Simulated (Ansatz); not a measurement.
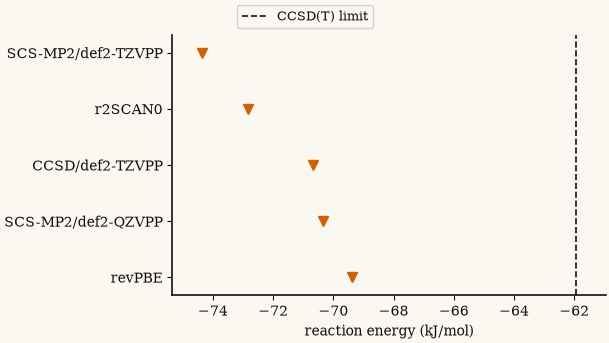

Electronic reaction energy of B₂SnSiH₈ (B[B]([SiH3])[SnH3]) + H₂S (S) → B₂SiH₆S (BB([SiH3])S) + SnH₄ ([SnH4]) (SMILES in brackets) at several levels (functionals in def2-TZVPP unless a basis is named), isolated molecules at PBE0-D4 triple-zeta geometries, minima by their frequencies, no zero-point or thermal terms, the Ansatz code 0.2.0. The line is frozen-core CCSD(T) at the basis limit (MP2 extrapolated from triple and quadruple zeta, plus CCSD(T) less MP2 in a smaller set). The distance of SCS-MP2/def2-TZVPP, CCSD/def2-TZVPP and SCS-MP2/def2-QZVPP to the limit includes basis error. Core potentials past Kr. The limit lies 7.3 kJ/mol from CCSD(T)/def2-TZVPP, so the line itself is uncertain by a part of that.

Question: What range do the values span, the line included?

Answer: From −74.4 kJ/mol (SCS-MP2/def2-TZVPP) to −61.9 kJ/mol (CCSD(T) limit).

Question: What do zero-point energy and temperature add?

Answer: Zero-point change 3.5 kJ/mol; at 298.15 K and 1 bar the CCSD(T) limit plus thermal terms gives an enthalpy of reaction of −62.2 and a free energy of −54.1 kJ/mol (harmonic PBE0-D4 modes, ideal gas).

Note: outer-core shells are correlated without core-valence functions, which makes the correlated values less sure; spin-orbit coupling is left out, and with Sn it can shift these values.
